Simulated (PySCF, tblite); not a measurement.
# C₃H₁₀NSi radical: geometry, infrared bands and EPR parameters

What infrared bands and EPR parameters should C₃H₁₀NSi radical (`CC(C)[N][SiH3]`) show?

Computed with tblite 0.8.0 and PySCF 2.14.0, with density-fitted response routines of our own, on a single molecule in the gas phase. Atoms are numbered from 0 throughout.

## Step 1: The starting structure

15 atoms, charge 0, multiplicity 2; geometry from: force field or distance geometry start.

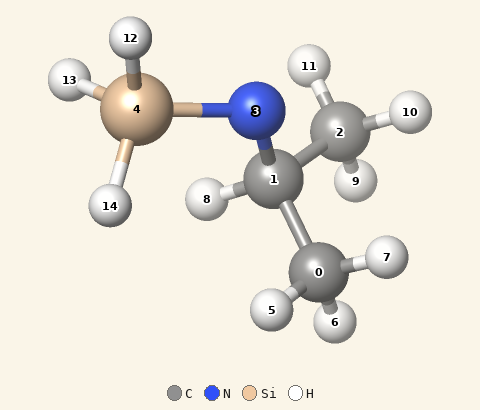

The starting geometry (carbon grey, nitrogen blue, silicon light orange, hydrogen white), atoms numbered; sticks join atoms by distance.

## Step 2: Optimising the geometry with GFN2-xTB

Job settings and geometry (Å):

```
{"job": {"kind": "relax", "xc": "GFN2-xTB", "basis": "xTB"}, "charge": 0, "multiplicity": 2}
C     -0.842400    -1.221200    -0.415900
C     -0.408700     0.036700     0.342900
C     -1.494900     1.094900     0.270300
N      0.825500     0.585200    -0.242100
Si     2.305900     0.150000     0.614000
H     -0.109200    -2.017600    -0.346900
H     -1.790300    -1.603700    -0.011900
H     -1.001400    -0.999300    -1.474500
H     -0.308600    -0.240300     1.415300
H     -2.446500     0.722100     0.694500
H     -1.700700     1.396400    -0.771500
H     -1.225500     1.995100     0.827400
H      3.459100     0.763100    -0.086900
H      2.265000     0.662700     1.997900
H      2.468100    -1.316000     0.626100
```

Run with:

```
OMP_NUM_THREADS=1 python probes_run.py task.json out
```

This one command runs all jobs of the session in turn.

**Question.** This job is followed by: GFN2-xTB harmonic vibrations, gas phase; UKS B3LYP, pcH-1 on C H N Si, non-relativistic, mean-field spin-orbit, GIAO. Predict these results of the whole session: strongest single infrared mode (GFN2-xTB); zero-point energy (GFN2-xTB); g(iso) (B3LYP); ⟨S²⟩; largest a(iso) (averaged by class); potential on the surface of density 0.002 e/bohr³, 1st and 99th percentile.

**Answer**, as computed:

| quantity | value |
| --- | --- |
| strongest single infrared mode (GFN2-xTB) | 2166 cm⁻¹, 352 km/mol |
| zero-point energy (GFN2-xTB) | 74.4 kcal/mol |
| g(iso) (B3LYP) | 2.00586 |
| ⟨S²⟩ | 0.754 (exact 0.75) |
| largest a(iso) (averaged by class) | 1H on H8, 174.6 MHz |
| potential on the surface of density 0.002 e/bohr³, 1st and 99th percentile | -1.38 V and 1.02 V |

Relaxing lowered the energy by 0.374 eV in 137 steps; the close pair that moved most is N3–Si4, from 1.765 to 1.679 Å. No mode is imaginary among the 39: a minimum at this level. The strongest single mode, at 2166 cm⁻¹, moves mainly H14. Unscaled tight-binding wavenumbers are off by several per cent, some by more. Its intensities can rank the bands wrongly. Most of the unpaired spin sits on N3 (0.87 e). The isotropic g lies 3.5 ppt above the free-electron value. These values are for one conformer; the search (at its own cheap level) found 1 more, at 0.18 kcal/mol, and measured spectra average over such forms.
